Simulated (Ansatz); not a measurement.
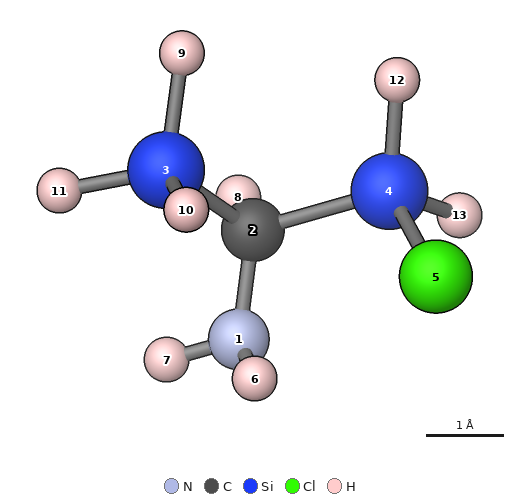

Figure 1. The structure as given in the input (ball-and-stick view, seen at a tilt; atoms are numbered from 1 in the order of the input).

## CH8ClNSi2: geometry relaxation (part 1 of 2)

System: CH8ClNSi2, SMILES NC([SiH3])[SiH2]Cl.
Method: RKS PBE-D4/def2-SVP (Ansatz 0.2.0).

The geometry: force-field start. Figures and captions count atoms from 1; the log counts them from 0 in places.

The program's output
```
Functional definition: PBE
  name "PBE"
  cite "Perdew, Burke & Ernzerhof, Phys. Rev. Lett. 77, 3865 (1996) doi:10.1103/PhysRevLett.77.3865"
  parent pbe
  parameter kappa = 0.804
  parameter beta = 0.06672455060314922
  exchange = pbe_x(kappa = kappa, mu = beta*pi^2/3)
  correlation = pbe_c(beta = beta)
1381 factors; their error is unknown
mean field evaluation 1: about -30898.8318 eV, gradient 6.2e1 eV
mean field evaluation 2: about -30836.5441 eV, gradient 1.4e2 eV
mean field evaluation 4: about -30907.8207 eV, gradient 1.1e1 eV
mean field evaluation 8: about -30908.1176 eV, gradient 1.5e-1 eV
mean field evaluation 16: about -30908.0144 eV, gradient 4.0e-4 eV
mean field -30908.01442462 eV, -1135.8485799003 hartree, gradient 3.0e-5 eV, S^2 0.000000; 0 other end points of the search recorded, 0 dependent functions left out
the calculation of the forces begins
reference -30908.01446473 eV, -1135.8485813743 hartree; 33, 33 occupied and 89, 89 virtual orbitals, 1381 factors
relax step   1: F+E_penalty+E_count = -30908.37768027 eV  Δ(F+E_penalty+E_count) = +0.000e0 eV  max|allowed force component| = 2.595e0 eV/Å  Δτ_max = 0.0000 Å  (28 SCF iters, accepted)
these checks for a lower state are left out or cut short: starts, cluster_reference, orbital_swaps, neighbouring_geometries, increment
1381 factors; their error is unknown
mean field -30908.36409880 eV, -1135.8614301892 hartree, gradient 2.6e-5 eV, S^2 0.000000; 0 other end points of the search recorded, 0 dependent functions left out
the calculation of the forces begins
reference -30908.36413888 eV, -1135.8614316620 hartree; 33, 33 occupied and 89, 89 virtual orbitals, 1381 factors
relax step   2: F+E_penalty+E_count = -30908.72155550 eV  Δ(F+E_penalty+E_count) = -3.439e-1 eV  max|allowed force component| = 6.428e-1 eV/Å  Δτ_max = 0.1607 Å  (29 SCF iters, accepted)
these checks for a lower state are left out or cut short: starts, cluster_reference, orbital_swaps, neighbouring_geometries, increment
1381 factors; their error is unknown
mean field evaluation 32: about -30908.4178 eV, gradient 1.1e-5 eV
mean field -30908.41782115 eV, -1135.8634044494 hartree, gradient 1.1e-5 eV, S^2 0.000000; 0 other end points of the search recorded, 0 dependent functions left out
the calculation of the forces begins
reference -30908.41786116 eV, -1135.8634059197 hartree; 33, 33 occupied and 89, 89 virtual orbitals, 1381 factors
relax step   3: F+E_penalty+E_count = -30908.77520161 eV  Δ(F+E_penalty+E_count) = -5.365e-2 eV  max|allowed force component| = 2.689e-1 eV/Å  Δτ_max = 0.0689 Å  (30 SCF iters, accepted)
these checks for a lower state are left out or cut short: starts, cluster_reference, orbital_swaps, neighbouring_geometries, increment
1381 factors; their error is unknown
mean field -30908.42819676 eV, -1135.8637857457 hartree, gradient 1.2e-5 eV, S^2 0.000000; 0 other end points of the search recorded, 0 dependent functions left out
the calculation of the forces begins
reference -30908.42823668 eV, -1135.8637872128 hartree; 33, 33 occupied and 89, 89 virtual orbitals, 1381 factors
relax step   4: F+E_penalty+E_count = -30908.78565664 eV  Δ(F+E_penalty+E_count) = -1.046e-2 eV  max|allowed force component| = 1.320e-1 eV/Å  Δτ_max = 0.0355 Å  (30 SCF iters, accepted)
these checks for a lower state are left out or cut short: starts, cluster_reference, orbital_swaps, neighbouring_geometries, increment
1381 factors; their error is unknown
mean field -30908.43210810 eV, -1135.8639294848 hartree, gradient 1.2e-5 eV, S^2 0.000000; 0 other end points of the search recorded, 0 dependent functions left out
the calculation of the forces begins
reference -30908.43214800 eV, -1135.8639309512 hartree; 33, 33 occupied and 89, 89 virtual orbitals, 1381 factors
relax step   5: F+E_penalty+E_count = -30908.78944458 eV  Δ(F+E_penalty+E_count) = -3.788e-3 eV  max|allowed force component| = 9.293e-2 eV/Å  Δτ_max = 0.0388 Å  (30 SCF iters, accepted)
these checks for a lower state are left out or cut short: starts, cluster_reference, orbital_swaps, neighbouring_geometries, increment
1381 factors; their error is unknown
mean field -30908.43355722 eV, -1135.8639827390 hartree, gradient 1.2e-5 eV, S^2 0.000000; 0 other end points of the search recorded, 0 dependent functions left out
the calculation of the forces begins
reference -30908.43359709 eV, -1135.8639842043 hartree; 33, 33 occupied and 89, 89 virtual orbitals, 1381 factors
relax step   6: F+E_penalty+E_count = -30908.79026739 eV  Δ(F+E_penalty+E_count) = -8.228e-4 eV  max|allowed force component| = 5.746e-2 eV/Å  Δτ_max = 0.0277 Å  (31 SCF iters, accepted)
these checks for a lower state are left out or cut short: starts, cluster_reference, orbital_swaps, neighbouring_geometries, increment
1381 factors; their error is unknown
mean field -30908.43444963 eV, -1135.8640155344 hartree, gradient 1.2e-5 eV, S^2 0.000000; 0 other end points of the search recorded, 0 dependent functions left out
the calculation of the forces begins
reference -30908.43448947 eV, -1135.8640169987 hartree; 33, 33 occupied and 89, 89 virtual orbitals, 1381 factors
relax step   7: F+E_penalty+E_count = -30908.79168142 eV  Δ(F+E_penalty+E_count) = -1.414e-3 eV  max|allowed force component| = 3.650e-2 eV/Å  Δτ_max = 0.0451 Å  (30 SCF iters, accepted)
these checks for a lower state are left out or cut short: starts, cluster_reference, orbital_swaps, neighbouring_geometries, increment
1381 factors; their error is unknown
mean field evaluation 64: about -30908.4338 eV, gradient 2.6e-1 eV
mean field -30908.43390451 eV, -1135.8639955019 hartree, gradient 1.2e-5 eV, S^2 0.000000; 0 other end points of the search recorded, 0 dependent functions left out
the calculation of the forces begins
reference -30908.43394440 eV, -1135.8639969676 hartree; 33, 33 occupied and 89, 89 virtual orbitals, 1381 factors
relax step   8: F+E_penalty+E_count = -30908.79130617 eV  Δ(F+E_penalty+E_count) = +3.752e-4 eV  max|allowed force component| = 1.084e-1 eV/Å  Δτ_max = 0.0377 Å  (30 SCF iters, rejected (line search))
these checks for a lower state are left out or cut short: starts, cluster_reference, orbital_swaps, neighbouring_geometries, increment
1381 factors; their error is unknown
mean field -30908.43506654 eV, -1135.8640382054 hartree, gradient 1.2e-5 eV, S^2 0.000000; 0 other end points of the search recorded, 0 dependent functions left out
the calculation of the forces begins
reference -30908.43510640 eV, -1135.8640396703 hartree; 33, 33 occupied and 89, 89 virtual orbitals, 1381 factors
relax step   9: F+E_penalty+E_count = -30908.79238354 eV  Δ(F+E_penalty+E_count) = -7.021e-4 eV  max|allowed force component| = 2.354e-2 eV/Å  Δτ_max = 0.0181 Å  (31 SCF iters, accepted)
1381 factors; their error is unknown
mean field evaluation 96: about -30908.4351 eV, gradient 3.8e-5 eV
```

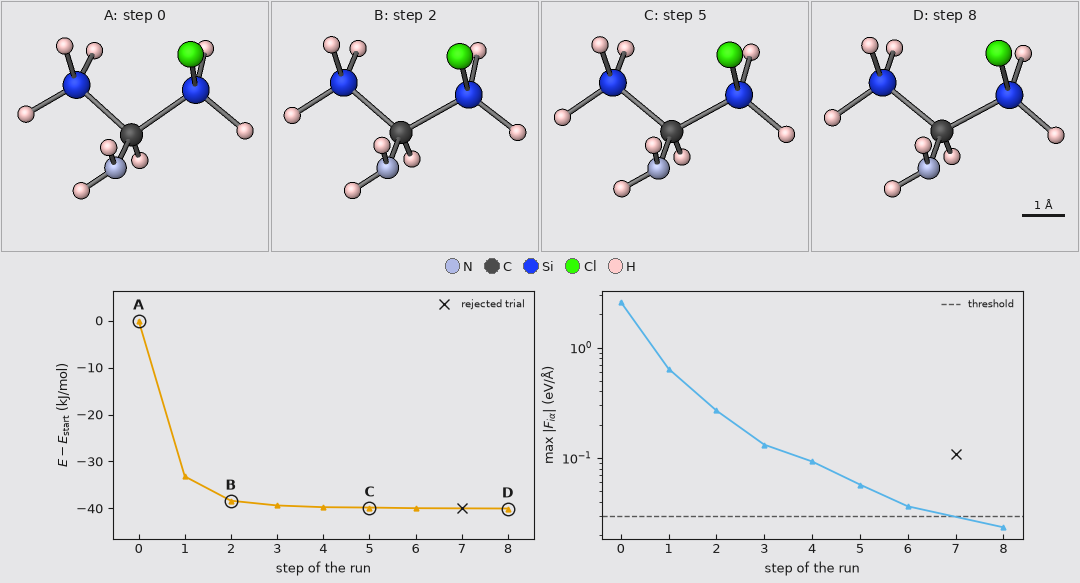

Figure 2. Frames of the relaxation (ball-and-stick view, seen at a tilt) above the curves, on which the letters mark them (the first geometry is step 0 here and step 1 in the log).

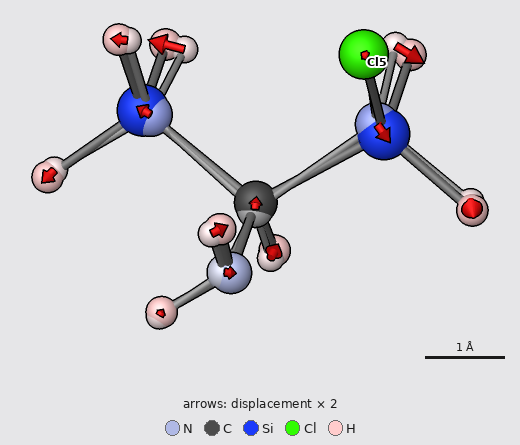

Figure 3. Start (faint) and end (solid) with the displacements as red arrows, magnified 2 times (ball-and-stick view, seen at a tilt). The two geometries are laid on each other by the best rigid fit. The atom that moves furthest after the best rigid fit is H9 (0.25 Å). Largest moves by element: H 0.25 Å, Si 0.15 Å, C 0.09 Å, N 0.09 Å, Cl 0.05 Å. Distances before and after: Si4–Cl5 2.007 → 2.095 Å, C2–Si3 1.855 → 1.917 Å, C2–H8 1.055 → 1.117 Å, Si3–H11 1.456 → 1.508 Å. Among the angles that change: Si3–C2–Si4 104.9° → 114.5°, C2–N1–H6 116.5° → 109.7°, C2–Si4–H13 105.3° → 111.9°. After 8 geometry steps the energy has fallen by 40.0 kJ/mol. The largest force component goes from 2.6 to 0.024 eV/Å. The line search rejected the trial step at point 7 (counted from 0) and went back. (Atoms are counted from 1 in the order of the input.)

```
mean field -30908.43506654 eV, -1135.8640382054 hartree, gradient 2.2e-5 eV, S^2 0.000000; 1 other end points of the search recorded, 0 dependent functions left out
the calculation of the forces begins
reference -30908.43510640 eV, -1135.8640396703 hartree; 33, 33 occupied and 89, 89 virtual orbitals, 1381 factors
Total energy: -30908.79242341 eV, -1135.8771708282 hartree
Atom 0 at    -1.054952     0.791588    -1.045903 Å, force     0.005850    -0.011997     0.008832 eV/Å
Atom 1 at    -0.570600     0.075748     0.149384 Å, force    -0.004910     0.006181     0.009334 eV/Å
Atom 2 at     0.153592    -1.656812    -0.234606 Å, force     0.016521    -0.007822    -0.003978 eV/Å
Atom 3 at     0.601096     1.223244     1.092880 Å, force     0.006107     0.023545     0.006077 eV/Å
Atom 4 at     2.134986     1.751286    -0.232337 Å, force     0.005646    -0.008102    -0.005325 eV/Å
Atom 5 at    -0.262170     1.004304    -1.666934 Å, force     0.006406     0.003898    -0.000734 eV/Å
Atom 6 at    -1.699793     0.204685    -1.591332 Å, force    -0.011195     0.001434    -0.001553 eV/Å
Atom 7 at    -1.417703    -0.067820     0.863224 Å, force    -0.008729     0.004363    -0.002599 eV/Å
Atom 8 at     0.549517    -2.428735     0.999625 Å, force     0.000508     0.001736    -0.002934 eV/Å
Atom 9 at     1.350176    -1.508049    -1.133823 Å, force    -0.001671     0.002752     0.000496 eV/Å
Atom 10 at    -0.899123    -2.437618    -0.980247 Å, force    -0.003864     0.000530    -0.000523 eV/Å
Atom 11 at     1.216198     0.524470     2.272137 Å, force    -0.006719    -0.003345    -0.003472 eV/Å
Atom 12 at    -0.080924     2.489008     1.522733 Å, force    -0.003949    -0.013173    -0.003620 eV/Å
Dipole moment:    -0.266581    -0.185652     0.020871 e Å
```

Trajectory as extended XYZ (Å, eV, eV/Å), 9 frames, from step=1 to step=9
```
13
Properties=species:S:1:pos:R:3:forces:R:3 step=1 energy=-30908.37768
N    -1.0510    0.7412   -1.1144   -0.9298   0.9905  -0.2626
C    -0.6468    0.1085    0.1105    2.5316   0.3012  -0.6766
Si    0.1288   -1.5456   -0.2106    0.7510  -0.9460   0.9532
Si    0.7006    1.1127    1.0637   -2.5952   0.6973   1.0989
Cl    2.1114    1.7849   -0.1949    1.0970   0.3673  -1.0275
H    -0.3189    0.9587   -1.7718    0.8128   0.1218  -0.2704
H    -1.7441    0.2033   -1.6233   -0.3866  -0.3166  -0.1991
H    -1.4816   -0.0197    0.7435   -1.4924  -0.0842   1.4828
H     0.5381   -2.2053    1.1150   -0.0583   0.0314  -0.3560
H     1.3529   -1.4206   -1.0543    0.1558   0.1159  -0.1599
H    -0.8181   -2.4227   -0.8844   -0.6096  -0.5931  -0.5254
H     1.2936    0.3360    2.1762    0.2142  -0.2719   0.1382
H    -0.0446    2.3339    1.6596    0.5094  -0.4135  -0.1955
```
